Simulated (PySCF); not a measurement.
**C₄H₈NSi (doublet): density, localisation and related maps**

| atom | x (Å) | y (Å) | z (Å) |
| --- | --- | --- | --- |
| N | 2.5528 | -0.3412 | 0.4734 |
| C | 1.6941 | 0.4222 | -0.1300 |
| C | 0.3316 | 0.2681 | 0.0835 |
| C | -0.3387 | -0.8019 | 0.8802 |
| Si | -1.8764 | -0.5922 | -0.2473 |
| C | -0.7882 | 0.9479 | -0.6309 |
| H | 3.5221 | -0.1182 | 0.2620 |
| H | 1.9842 | 1.2311 | -0.8182 |
| H | 0.2362 | -1.7243 | 0.9204 |
| H | -0.5148 | -0.4931 | 1.9120 |
| H | -3.1716 | -0.3480 | 0.3838 |
| H | -1.9505 | -1.5401 | -1.3545 |
| H | -0.5538 | 1.2468 | -1.6520 |
| H | -1.1276 | 1.8424 | -0.1045 |

Geometry: GFN2-xTB.

The calculation used PySCF 2.14.0, density-fitted response routines, UKS B3LYP, pcH-1 on C H N Si, non-relativistic, mean-field spin-orbit, GIAO.

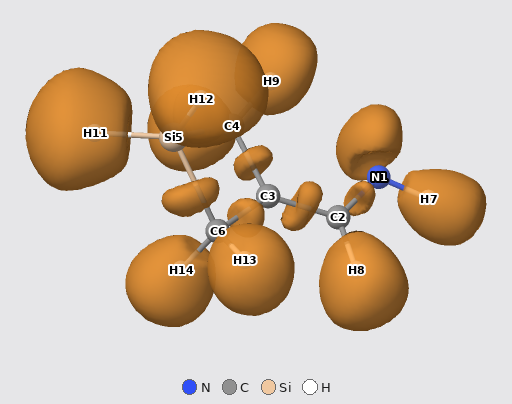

Figure 1. Isosurface of the ELF at 0.85 (orange), seen at an oblique angle. Only the valence region is drawn (cores and ρ < 0.01 e/Å³ removed).

Q: Describe the localisation domains.

A: The surface consists of three regions between bonded C–C atoms (shared pairs), one region between bonded C–N atoms (shared pairs), two regions between bonded C–Si atoms (shared pairs), eight regions around hydrogen nuclei and one lobe on N, pointing away from the bonds (non-bonding electrons). Profiles from the grid: C–N (1.30 Å): the ELF peaks at about 0.90 between the atoms (a covalent bond). C–C (1.39 Å): the ELF peaks at about 0.95 between the atoms: a covalent bond.

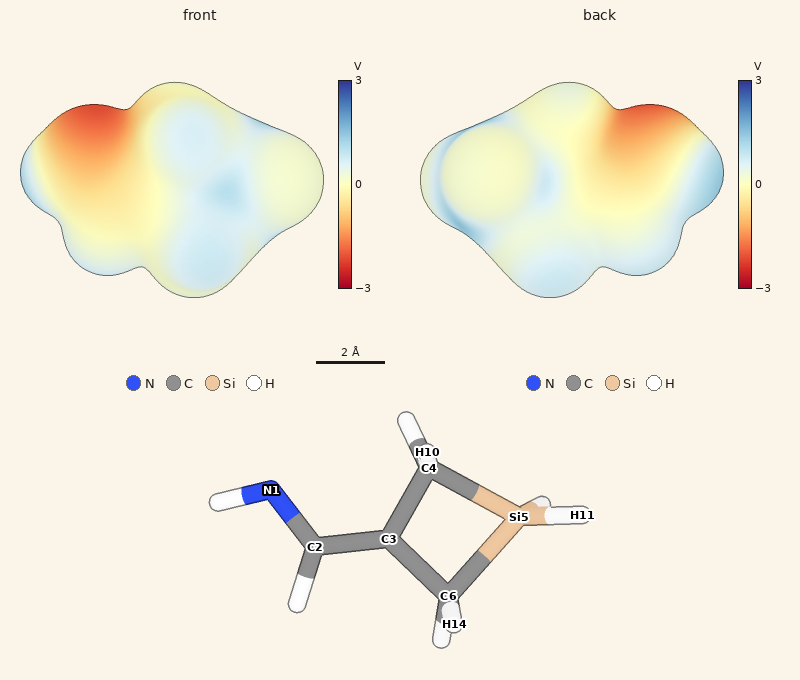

Figure 2. The electrostatic potential painted on the density surface at 0.002 e/bohr³, seen from the front and from behind; red is negative and blue positive. The bare structure is drawn below in the same view.

Q: Which sites attract a positive test charge, and which a negative one?

A: A positive charge is drawn to the negative regions and a negative charge to the positive ones. The most negative region (about −2.0 V) lies over N1, the most positive (about +1.4 V) over Si5 and H7. N1 is the likeliest acceptor of a hydrogen bond.
